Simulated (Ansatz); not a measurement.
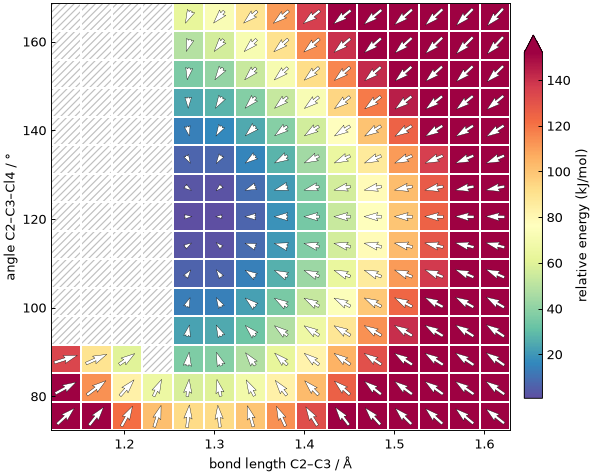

Energy landscape of C2HCl2, SMILES Cl[C+]=CCl, charge +1. The first coordinate is: bond length C2–C3; the second: angle C2–C3–Cl4. Nothing is relaxed (all other coordinates rigid). The grid has 15 × 15 points. At 49 points there is no value. Points are written as (first, second). All energies are given in kJ/mol relative to the relaxed molecule at the same level. Method: Ansatz 0.2.0, RKS PBE0-D4/def2-TZVP.

Drawn: one coloured cell a grid point, arrows along the force (downhill), their lengths compressed, one colour for all values above the top of the scale, hatched blanks where no value was computed. 

Question: Where are the lowest and the highest points?

Answer: The lowest grid point is at (1.305 Å, 120.5°), 0.7 kJ/mol from the relaxed molecule at the same level. The highest grid point, (1.612 Å, 165.5°), lies 325 kJ/mol above the lowest.

The values on the grid:

```tsv
angle C2–C3–Cl4 ↓, bond length C2–C3 →	1.135	1.169	1.203	1.237	1.271	1.305	1.340	1.374	1.408	1.442	1.476	1.510	1.544	1.578	1.612
165.5	–	–	–	–	63	72	89	111	136	165	195	227	260	293	325
159.1	–	–	–	–	49	57	71	91	114	140	168	197	228	258	289
152.7	–	–	–	–	36	41	54	71	92	116	142	170	198	227	256
146.2	–	–	–	–	24	28	38	53	72	94	119	145	172	200	228
139.8	–	–	–	–	14	16	25	38	56	77	100	125	151	179	206
133.4	–	–	–	–	7	8	15	28	44	64	87	111	137	163	191
126.9	–	–	–	–	3	2	9	21	37	56	78	102	128	154	181
120.5	–	–	–	–	1	1	7	19	35	54	76	100	125	152	179
114.1	–	–	–	–	3	2	9	21	37	56	79	103	129	155	183
107.7	–	–	–	–	7	7	14	26	43	63	86	111	138	165	193
101.2	–	–	–	–	13	14	22	35	53	74	98	124	152	180	209
94.8	–	–	–	–	23	24	33	47	66	88	113	140	169	199	229
88.4	134	90	60	–	37	39	48	63	82	105	131	159	189	220	251
81.9	159	113	83	65	58	60	69	83	103	126	152	181	211	243	275
75.5	202	154	121	102	93	93	100	113	132	154	179	207	237	269	301
```

The input of one point:

```yaml
crystal:
  periodic: [false, false, false]
  atoms:
    - { symbol: Cl, position_ang: [0.304712, -1.437845, 1.787459] }
    - { symbol: C, position_ang: [0.140636, -0.452208, 0.603284] }
    - { symbol: C, position_ang: [-0.006395, 0.372929, -0.396994] }
    - { symbol: Cl, position_ang: [-1.321265, 0.223422, -1.444673] }
    - { symbol: H, position_ang: [0.731789, 1.16465, -0.55129] }
total_charge: 1
basis:
  gaussian: { orbitals: def2-TZVP }
hamiltonian:
  xc: pbe0
  dispersion: d4
output:
  forces: true
```

The whole map (176 points run) took 13 min on 1 thread of Arm Neoverse V2 (shared host).
